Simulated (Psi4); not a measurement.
**CuCO (SMILES [O+]#[C-]->[Cu]): a chain of runs**

We compute a structure relaxation (UB3LYP-D4/def2-SVP), then the harmonic vibrations, then the excited states (TDA-B3LYP/def2-SVP) of CuCO. 

The results are computed with Psi4 1.11.

## (1) Starting point

The species is CuCO (3 atoms), meant as a doublet with charge 0. As SMILES, `[O+]#[C-]->[Cu]`. Geometry: a GFN2-xTB relaxation, a rough one for these elements and not checked as a minimum. The run starts from this shape.

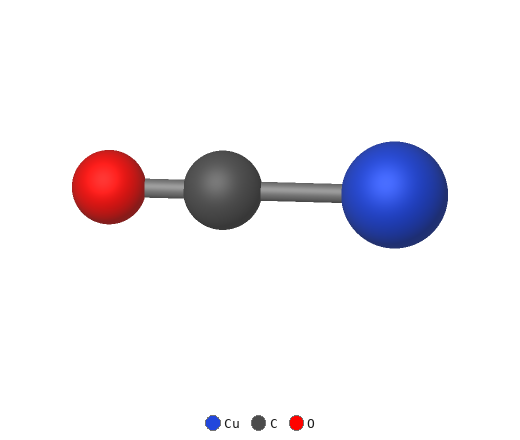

Viewed from a chosen angle; copper blue, carbon dark grey, oxygen red.

## (2) A geometry optimisation at UB3LYP-D4/def2-SVP (density fitting) (run 1)

The input, ccuo.in:

```
memory 1600 MB

molecule m {
  0 2
  Cu    -0.015250     0.020630    -1.608240
  C      0.002160    -0.002740     0.204610
  O      0.013100    -0.017890     1.403630
}

set {
  basis        def2-SVP
  reference    uks
  geom_maxiter 60
}

optimize("b3lyp-d4")
```

Started as:

```bash
$ psi4 ccuo.in ccuo.out -n 1
```

ccuo.out:

```text
[...]
  Running in cs symmetry.
[...]
  Nuclear repulsion =  112.723078028422734
[...]
  Multiplicity = 2
[...]
  Nalpha       = 22
  Nbeta        = 21
[...]
    Number of basis functions: 59
[...]
   @DF-UKS iter   1: -1751.30118022077386   -7.41956e-01   4.71532e-02 DIIS/ADIIS
[...]
   @DF-UKS iter   9: -1753.53256318182935    2.27374e-13   2.59882e-09 DIIS
[...]
   @S^2 Observed:                7.543670635E-01
[...]
  @DF-UKS Final Energy: -1753.53256318182935
   => Energetics <=
    Nuclear Repulsion Energy =            111.3844668109371980
    One-Electron Energy =               -2662.2390996336007447
    Two-Electron Energy =                 862.6770797635700774
    DFT Exchange-Correlation Energy =     -65.3522153646151338
    Empirical Dispersion Energy =          -0.0027947581208112
    VV10 Nonlocal Energy =                  0.0000000000000000
    Total Energy =                      -1753.5325631818295733
[...]
 Multipole Moments:
 ------------------------------------------------------------------------------------
     Multipole            Electronic (a.u.)      Nuclear  (a.u.)        Total (a.u.)
 ------------------------------------------------------------------------------------
 L = 1.  Multiply by 2.5417464519 to convert [e a0] to [Debye]
 Dipole X            :          0.1278376           -0.2799481           -0.1521105
 Dipole Y            :         -3.7967241            3.5663944           -0.2303297
 Dipole Z            :          0.0000000            0.0000000            0.0000000
 Magnitude           :                                                    0.2760243
[...]
  -Total Gradient:
     Atom            X                  Y                   Z
    ------   -----------------  -----------------  -----------------
       1       -0.000006971293     0.000077764580     0.000000000000
       2       -0.000143004496    -0.000323640284     0.000000000000
       3        0.000132299942     0.000247393965     0.000000000000
[...]
    Final optimized geometry and variables:
    Molecular point group: cs
    Full point group: Cs
    Geometry (in Angstrom), charge = 0, multiplicity = 2:
    CU           0.060183790441    -0.763455557139     0.000000000000
    C           -0.419817429132     1.125607878576     0.000000000000
    O            0.078179062383     2.159227314828     0.000000000000
    Psi4 run time: 0:00:52.13
[...]
```

Standard output:

```text
Optimizer: Optimization complete!
```

Wall time 54 s (1 thread of Intel Xeon Platinum 8375C at 2.90GHz (Ice Lake), shared host); peak memory 0.35 GiB.

Step by step:

| step | energy from the first frame kept (eV) | largest force (eV/Å) |
| --- | --- | --- |
| 0 | 0.0000 | 7.3515 |
| 1 | -0.2539 | 1.1921 |
| 2 | -0.2718 | 0.4049 |
| 3 | -0.2799 | 0.1792 |
| 4 | -0.2807 | 0.0359 |
| 5 | -0.2809 | 0.0417 |
| 6 | -0.2818 | 0.1085 |
| 7 | -0.3304 | 3.4255 |
| 8 | -0.4500 | 0.2209 |
| 9 | -0.4560 | 0.1056 |
| 10 | -0.4562 | 0.0458 |
| 11 | -0.4562 | 0.0182 |

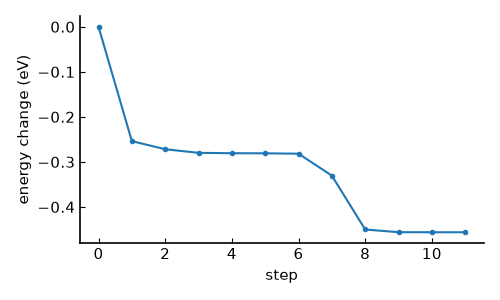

Energy along the run.

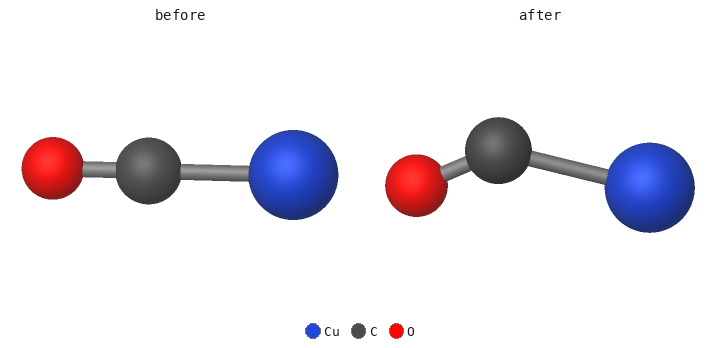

Before and after, at one scale.

After the run. Bond lengths: Cu1–C2 1.949 Å, C2–O3 1.147 Å. Angles: Cu1–C2–O3 140.0°.

## (3) The harmonic vibrations at UB3LYP-D4/def2-SVP (density fitting) (run 2)

The input, ccuo.xyz:

```xyz
3
CCuO
Cu    -0.058595     0.043724    -1.602591
C      0.358758    -0.193730     0.286428
O     -0.083898     0.034537     1.320023
```

The input, job.py:

```python
import psi4

psi4.set_memory(1600000000)
psi4.set_num_threads(1)
psi4.core.set_output_file('run.log', False)

with open('ccuo.xyz') as f:
    atoms = ''.join(f.readlines()[2:])
mol = psi4.geometry('0 2\n' + atoms + '')

psi4.set_options({
    'basis': 'def2-SVP',
    'reference': 'uks',
    't': 298.15,
    'rotational_symmetry_number': 1,
})

energy_value = psi4.frequency('b3lyp-d4')
print(f'total energy {energy_value:.8f} hartree = {energy_value * 27.211386:.5f} eV')
for k in ('ZPVE', 'ENTHALPY', 'GIBBS FREE ENERGY'):
    print(f'{k}: {psi4.variable(k):.8f} Eh')
```

Started as:

```bash
$ python job.py
```

run.log:

```text
[...]
  Running in cs symmetry.
[...]
  Nuclear repulsion =  111.384485392178163
[...]
  Multiplicity = 2
[...]
  Nalpha       = 22
  Nbeta        = 21
[...]
    Number of basis functions: 59
[...]
   @DF-UKS iter   1: -1751.32617183030447   -8.15608e-01   4.70762e-02 ADIIS/DIIS
[...]
  Running in c1 symmetry.
[...]
   @DF-UKS iter  16: -1753.53256318297485   -1.81899e-12   3.77457e-09 DIIS
[...]
   @S^2 Observed:                7.543670536E-01
[...]
  @DF-UKS Final Energy: -1753.53256318297485
   => Energetics <=
    Nuclear Repulsion Energy =            111.3844742721883279
    One-Electron Energy =               -2662.2391129770489897
    Two-Electron Energy =                 862.6770855237062960
    DFT Exchange-Correlation Energy =     -65.3522152436123918
    Empirical Dispersion Energy =          -0.0027947582081839
    VV10 Nonlocal Energy =                  0.0000000000000000
    Total Energy =                      -1753.5325631829746271
[...]
 Multipole Moments:
 ------------------------------------------------------------------------------------
     Multipole            Electronic (a.u.)      Nuclear  (a.u.)        Total (a.u.)
 ------------------------------------------------------------------------------------
 L = 1.  Multiply by 2.5417464519 to convert [e a0] to [Debye]
 Dipole X            :          0.1278372           -0.2799475           -0.1521103
 Dipole Y            :         -3.7967241            3.5663941           -0.2303300
 Dipole Z            :         -0.0002990            0.0000021           -0.0002969
 Magnitude           :                                                    0.2760245
[...]
  -Total Gradient:
     Atom            X                  Y                   Z
    ------   -----------------  -----------------  -----------------
       1       -0.000006980462     0.000077810484    -0.000000001476
       2       -0.000143023109    -0.000323741841    -0.000000293904
       3        0.000132327667     0.000247449813     0.000000264766
[...]
  ==> Harmonic Vibrational Analysis <==
[...]
  Freq [cm^-1]                 229.7496            361.3391           2065.1155
[...]
  IR activ [km/mol]            20.4879              8.6128            1218.5530
[...]
  Total E_0, Enthalpy at 0 [K]                                                        -1753.52651190 [Eh]
[...]
  Total H, Enthalpy at  298.15 [K]                                                    -1753.52187024 [Eh]
[...]
  Total G, Gibbs energy at  298.15 [K]                                                -1753.55314023 [Eh]
[...]
```

Standard output:

```text
Warning: used thermodynamics relations inappropriate for low-frequency modes: ['229.7496' '361.3391']
total energy -1753.53256318 hartree = -47716.05144 eV
ZPVE: 0.00605128 Eh
ENTHALPY: -1753.52187024 Eh
GIBBS FREE ENERGY: -1753.55314023 Eh
```

It took 62 s on 1 thread of Intel Xeon Platinum 8375C at 2.90GHz (Ice Lake), shared host; peak memory 0.39 GiB.

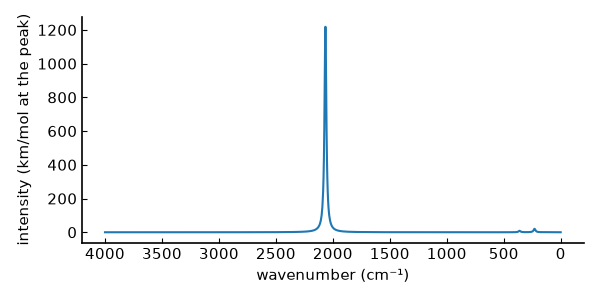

Harmonic infrared spectrum, unscaled, lines broadened by 10 cm⁻¹.

## (4) The vertical excitations at TDA-B3LYP/def2-SVP (density fitting, save jk yes) (run 3)

The input, input.inp:

```
memory 1600 mb

molecule system {
  0 2
  Cu
  C 1 r2
  O 2 r3 1 a3

  r2 = 1.949092
  r3 = 1.147331
  a3 = 140.01849
}

set {
  basis def2-SVP
  reference uks
  save_jk true
}

from psi4.driver.procrouting.response.scf_response import tdscf_excitations
energy_value, wavefunction = energy('b3lyp', return_wfn=True)
states = tdscf_excitations(wavefunction, states=4, tda=True)
print_variables()
```

Started as:

```bash
$ psi4 -i input.inp -o input.out -n 1
```

input.out:

```text
[...]
  Running in cs symmetry.
[...]
  Nuclear repulsion =  111.384500598628932
[...]
  Multiplicity = 2
[...]
  Nalpha       = 22
  Nbeta        = 21
[...]
    Number of basis functions: 59
[...]
   @DF-UKS iter   1: -1751.32337691775092   -8.15608e-01   4.70762e-02 ADIIS/DIIS
[...]
   @DF-UKS iter  13: -1753.52976842482963   -6.01653e-09   2.79702e-07 DIIS
[...]
   @S^2 Observed:                7.543675110E-01
[...]
    Orbital Energies [Eh]
    ---------------------
    Alpha Occupied:
       1Ap  -323.032136     2Ap   -38.836173     3Ap   -34.056404
       1App  -34.052571     4Ap   -34.051747     5Ap   -19.229516
       6Ap   -10.302293     7Ap    -4.292702     8Ap    -2.793113
       2App   -2.784021     9Ap    -2.782531    10Ap    -1.134090
      11Ap    -0.567781    12Ap    -0.477806     3App   -0.465884
      13Ap    -0.440827     4App   -0.279734    14Ap    -0.279733
      15Ap    -0.271927     5App   -0.271842    16Ap    -0.267112
      17Ap    -0.160159
    Alpha Virtual:
      18Ap    -0.055441     6App   -0.052438    19Ap     0.059034
[...]
  @DF-UKS Final Energy: -1753.52976842482963
   => Energetics <=
    Nuclear Repulsion Energy =            111.3845005986289323
    One-Electron Energy =               -2662.2391013242531699
    Two-Electron Energy =                 862.6770465496099405
    DFT Exchange-Correlation Energy =     -65.3522142488154003
    Empirical Dispersion Energy =           0.0000000000000000
    VV10 Nonlocal Energy =                  0.0000000000000000
    Total Energy =                      -1753.5297684248296264
[...]
 Multipole Moments:
 ------------------------------------------------------------------------------------
     Multipole            Electronic (a.u.)      Nuclear  (a.u.)        Total (a.u.)
 ------------------------------------------------------------------------------------
 L = 1.  Multiply by 2.5417464519 to convert [e a0] to [Debye]
 Dipole X            :         -0.8111052            0.6069657           -0.2041395
 Dipole Y            :          3.7112444           -3.5254966            0.1857477
 Dipole Z            :          0.0000000            0.0000000            0.0000000
 Magnitude           :                                                    0.2759985
[...]
                                    Excitation Energy         Total Energy        Oscillator Strength             Rotatory Strength
[...]
Excited State    1 (1 App):   0.05772 au   789.40 nm f = 0.0035
[...]
Excited State    2 (1 Ap):   0.07852 au   580.25 nm f = 0.1045
[...]
Excited State    3 (1 Ap):   0.11123 au   409.64 nm f = 0.0109
[...]
Excited State    4 (1 App):   0.11158 au   408.35 nm f = 0.0000
[...]
```

Run time: 17 s. Hardware: 1 thread of Intel Xeon Platinum 8375C at 2.90GHz (Ice Lake), shared host; peak memory 0.31 GiB.

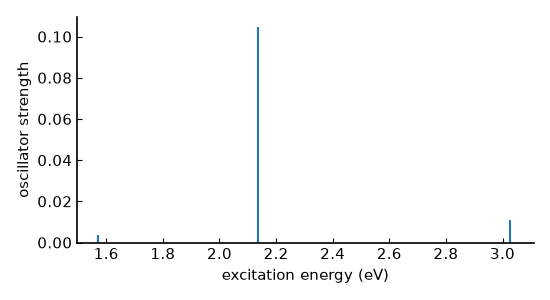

Vertical excitations as sticks.

The roots found:

| excited state | energy (eV) | strength | label |
| --- | --- | --- | --- |
| 1 | 1.571 | 0.0035 | App 1 |
| 2 | 2.137 | 0.1045 | Ap 1 |
| 3 | 3.027 | 0.0109 | Ap 1 |
| 4 | 3.036 | 0.0000 | App 1 |

## (5) Results

| quantity | value |
| --- | --- |
| run 1, UB3LYP-D4/def2-SVP: total energy at the end | -1753.53256 Eh |
| run 1, UB3LYP-D4/def2-SVP: dipole moment | 0.70 D |
| run 1, UB3LYP-D4/def2-SVP: HOMO energy (highest over α and β) | -4.36 eV |
| run 1, UB3LYP-D4/def2-SVP: LUMO energy (lowest over α and β) | -2.30 eV |
| run 1, UB3LYP-D4/def2-SVP: dispersion energy | -7.34 kJ/mol |
| run 1, UB3LYP-D4/def2-SVP: ⟨S²⟩ | 0.754 |
| run 2, UB3LYP-D4/def2-SVP: lowest harmonic wavenumber | 230 cm⁻¹ |
| run 2, UB3LYP-D4/def2-SVP: highest harmonic wavenumber | 2065 cm⁻¹ |
| run 2, UB3LYP-D4/def2-SVP: zero-point energy | 15.9 kJ/mol |
| run 2, UB3LYP-D4/def2-SVP: ideal-gas entropy at 298.15 K (symmetry number 1 as used) | 65.8 cal/(mol K) |
| run 3, TDA-B3LYP/def2-SVP: ground-state or mean-field energy | -1753.52977 Eh |
| run 3, TDA-B3LYP/def2-SVP: dipole moment (B3LYP Kohn–Sham density) | 0.70 D |
| run 3, TDA-B3LYP/def2-SVP: HOMO energy (B3LYP Kohn–Sham orbitals) (highest over α and β) | -4.36 eV |
| run 3, TDA-B3LYP/def2-SVP: LUMO energy (B3LYP Kohn–Sham orbitals) (lowest over α and β) | -2.30 eV |
| run 3, TDA-B3LYP/def2-SVP: ⟨S²⟩ of the reference determinant | 0.754 |
| run 3, TDA-B3LYP/def2-SVP: lowest excitation energy | 1.57 eV |

What this shows: The optimisation (run 1, UB3LYP-D4/def2-SVP) took 12 steps and changed the energy by -0.456 eV. All 3 modes (run 2, UB3LYP-D4/def2-SVP) are real, so the shape is a minimum at this level. The brightest of the 4 transitions from the ground state lies at 2.14 eV (580 nm, f = 0.105); the lowest, at 1.57 eV, has f = 0.004.
